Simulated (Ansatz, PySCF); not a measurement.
Breaking the C5–H6 bond in CH5OSb (SMILES C[O][SbH2]) (multiplicity 1 held, fragments rigid). Energies count from the point at 1.097 Å.
Geometry at that point (charge 0, multiplicity 1):
```xyz
8

Sb    -0.39157     0.27291     0.37968
H     -1.52743    -0.68890    -0.50198
H     -0.42293     1.44228    -0.89474
O      1.21630    -0.67903    -0.26410
C      1.33908    -0.99600    -1.63878
H      1.33613    -0.09608    -2.26542
H      2.29029    -1.51457    -1.77766
H      0.52933    -1.65283    -1.97852
```

R- and RO- levels are restricted; in cc, def2 and unpolarised 6-31G sets they are followed outwards from rest. U- levels take the lowest unrestricted solution at each point, which mixes spins at long bonds. Active spaces are followed from a long bond inwards. Curves can end on different states.

Cores are frozen in the correlated methods. Filled d and f shells under p-block atoms count as core. Rows in LANL2DZ carry no dispersion term and start afresh at each structure. LANL2DZ brings its own core potentials from Na on.

Codes used: Ansatz (Gaussian basis) for Hartree–Fock, density functionals and correlated methods; PySCF for LANL2DZ rows.  In def2 rows elements past Kr take small-core potentials, without spin–orbit coupling.

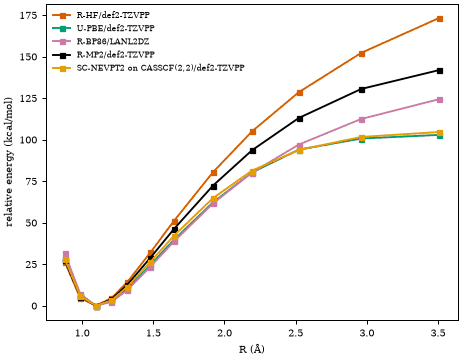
Figure: Relative energy along the coordinate

Task: Read off the R-MP2/def2-TZVPP curve at R = 2.193.

Result: about 94 kcal/mol

Doubts at one or more of the structures used: a restricted determinant that unrestricted orbitals would lower (R-HF/def2-TZVPP, R-MP2/def2-TZVPP); a spin-contaminated determinant (U-PBE/def2-TZVPP).

Ansatz is a quantum-chemistry and plane-wave program.
